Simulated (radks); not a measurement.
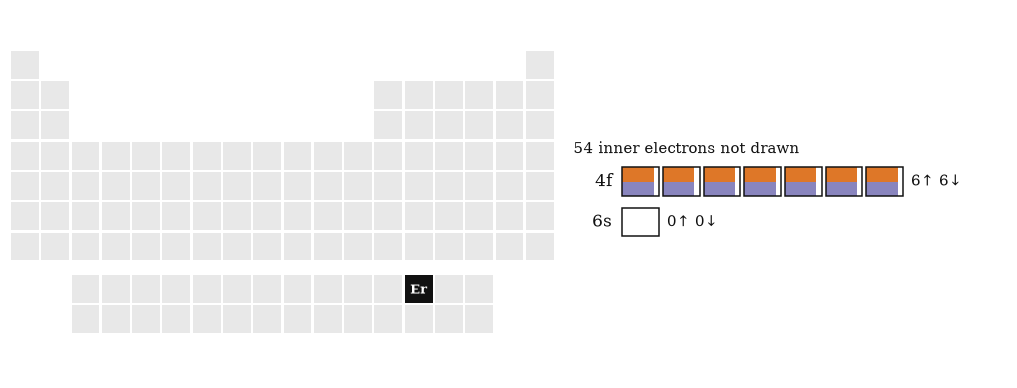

Figure 1. Left, the place of erbium in the periodic table; right, the outer shells as the input fills them: a box for each of the 2l + 1 orbitals, shaded by the share of the shell that is filled, up spin in the upper half and down spin in the lower, with the electron count at the right.

# Er²⁺: atomic calculation

System: the erbium ion Er²⁺ in the configuration [Xe] 4f12 (both spins equally filled).
Method: scalar-relativistic Kohn-Sham, BLYP, spin-polarised, spherical densities, finite nucleus (the in-house radial solver radks).

### Summary

- outcome: converged
- total energy: −13085.2210 hartree
- kinetic energy: 14184.2368 hartree
- electron–nucleus energy: −32075.9158 hartree
- Hartree energy: 5084.6121 hartree
- exchange–correlation energy: −278.154094 hartree
- radius at density 0.001 e/bohr³: 3.36 bohr
- SCF iterations: 17
- hardware: 1 CPU thread, shared host

### Input
```
Z 68
configuration [Xe] 4f6 4f6 6s0 6s0
relativity scalar-relativistic
functional b88,lyp
spin polarised
nucleus finite rms 5.2516 fm
c 137.035999084
```

Energies in input and log are in hartree, lengths in bohr (the nuclear radius in fm).

### The program's output
```
1s      1   1.0000       -2108.78119180
2s      1   1.0000        -354.72084713
2p      1   3.0000        -313.85444894
3s      1   1.0000         -79.87345233
3p      1   3.0000         -67.43906970
3d      1   5.0000         -51.85990656
4s      1   1.0000         -16.16520848
4p      1   3.0000         -12.07540204
4d      1   5.0000          -6.59505015
4f      1   6.0000          -0.63659827
5s      1   1.0000          -2.43212219
5p      1   3.0000          -1.49336561
6s      1   0.0000          -0.55726645
1s      2   1.0000       -2108.78119180
2s      2   1.0000        -354.72084713
2p      2   3.0000        -313.85444894
3s      2   1.0000         -79.87345233
3p      2   3.0000         -67.43906970
3d      2   5.0000         -51.85990656
4s      2   1.0000         -16.16520848
4p      2   3.0000         -12.07540204
4d      2   5.0000          -6.59505015
4f      2   6.0000          -0.63659827
5s      2   1.0000          -2.43212219
5p      2   3.0000          -1.49336561
6s      2   0.0000          -0.55726645
Etot -13085.220999252853
Ekin 14184.236822963878
Encl -32075.9158080396
Eh 5084.612079409226
Exc -278.15409358635554
err 1.1198454882429974e-08
it 17
```

### Slater integrals of the outer shells (hartree)

```tsv
integral	value
F0(4f,4f)	1.1555
F2(4f,4f)	0.5321
F4(4f,4f)	0.3308
F6(4f,4f)	0.2371
F0(4f,5p)	0.7252
F2(4f,5p)	0.2461
G2(4f,5p)	0.1348
G4(4f,5p)	0.1017
F0(4f,5s)	0.8274
G3(4f,5s)	0.1581
F0(4f,4d)	1.3174
F2(4f,4d)	0.6187
F4(4f,4d)	0.3924
G1(4f,4d)	0.7238
```

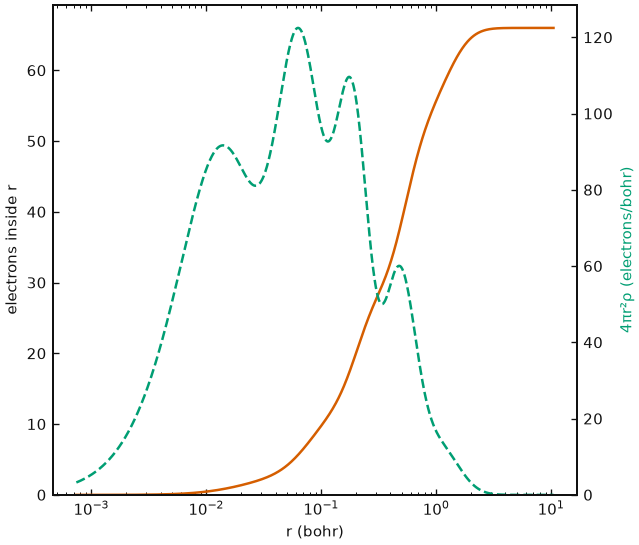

Figure 2. The number of electrons inside radius r (solid) and the radial density 4πr²ρ (dashed). The count levels off at 66 electrons. Half of them lie within 0.403 bohr, 90 % within 1.26 bohr and 99 % within 2.34 bohr. The radial density has minima at 0.0268, 0.114 and 0.339 bohr, where the count stands at 1.9, 11.1 and 29.7; these part the shells that the density resolves.

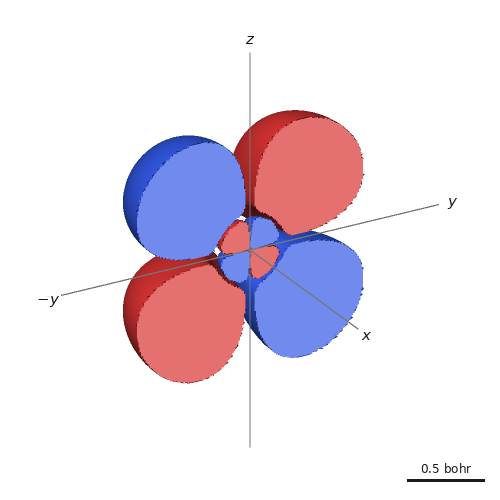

Figure 3. The 4d(yz) orbital. The surface of constant |ψ| that holds about 90 % of the electron is drawn, red where ψ is positive and blue where it is negative, with the half in front of the yz plane cut away and the cut face painted. The radial function comes from the spherical calculation and is multiplied by a real spherical harmonic; the overall sign is chosen so that the largest lobe of P(r) is positive; at the scalar-relativistic level it is the large component. It has the nodal planes xy and xz and 1 radial node, at r = 0.245 bohr. The outermost maximum of P² lies at 0.512 bohr, ⟨r⟩ = 0.584 bohr, 90 % of the charge lies within 0.878 bohr, and the eigenvalue is −179.5 eV, with 10 electrons in the shell.

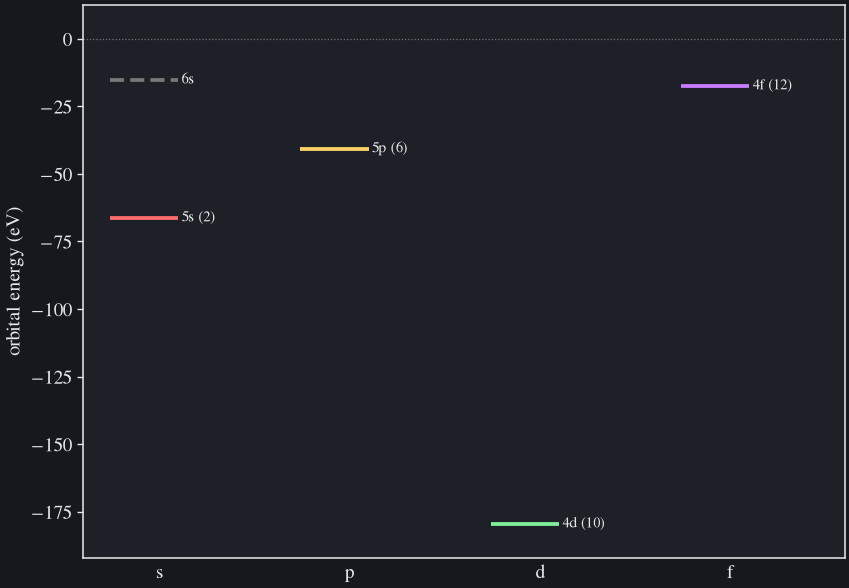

Figure 4. The outer levels are drawn by angular momentum (occupations in brackets, empty levels dashed). The highest occupied level is 4f at −17.3 eV. From the top down the occupied levels run 4f (−17.3 eV), 5p (−40.6 eV), 5s (−66.2 eV), 4d (−179.5 eV). The lowest empty level drawn is 6s at −15.2 eV.

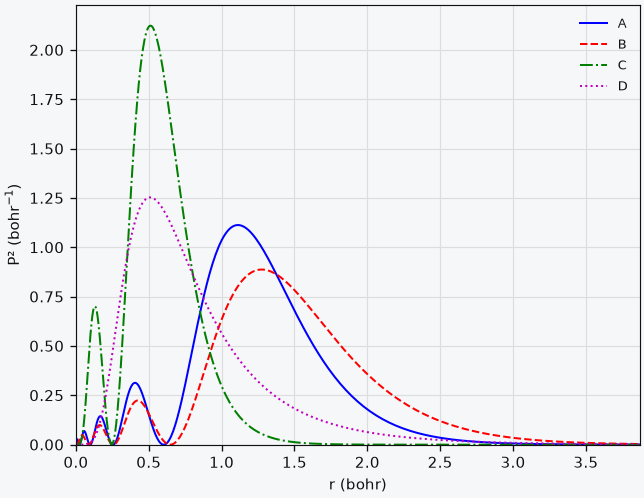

Figure 5. The radial probability densities P² of 5s, 4d, 5p and 4f. A is 5s; B is 5p; C is 4d; D is 4f. 4d: outer maximum at 0.512 bohr, ⟨r⟩ = 0.584 bohr, 1 node, eigenvalue −179.5 eV; 4f: outer maximum at 0.509 bohr, ⟨r⟩ = 0.822 bohr, 0 nodes, eigenvalue −17.3 eV; 5s: outer maximum at 1.11 bohr, ⟨r⟩ = 1.25 bohr, 4 nodes, eigenvalue −66.2 eV; 5p: outer maximum at 1.28 bohr, ⟨r⟩ = 1.49 bohr, 3 nodes, eigenvalue −40.6 eV. The innermost lobes are too small to be seen at this scale.
